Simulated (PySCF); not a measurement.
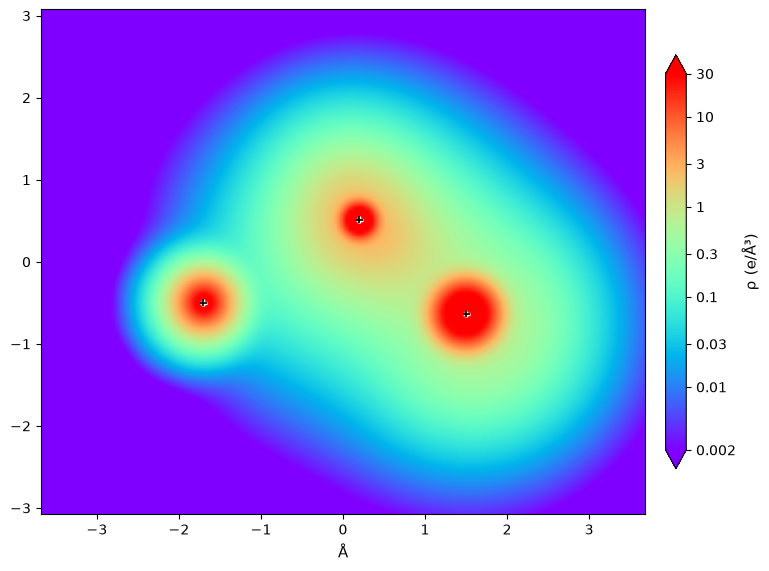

The electron density on a plane through atoms (crosses mark nuclei in the plane).

Computed with Gaussian-basis quantum chemistry of an isolated molecule with PySCF, energy and nuclear gradient, functional PBE0 (PySCF 2.14.0).

Candidates:
A. H6InSi2 (charge +1)
B. CH5SSi2 (charge +1)
C. CH2LiSi (charge +1)

Which candidate gave the map?

Answer. Candidate C: CH2LiSi on the plane of atoms Li2, C1 and Si3, which holds C, Li and Si. C–Si (1.74 Å): ρ is about 1.2 e/Å³ halfway. C–Li (2.16 Å): ρ is about 0.29 e/Å³ halfway.
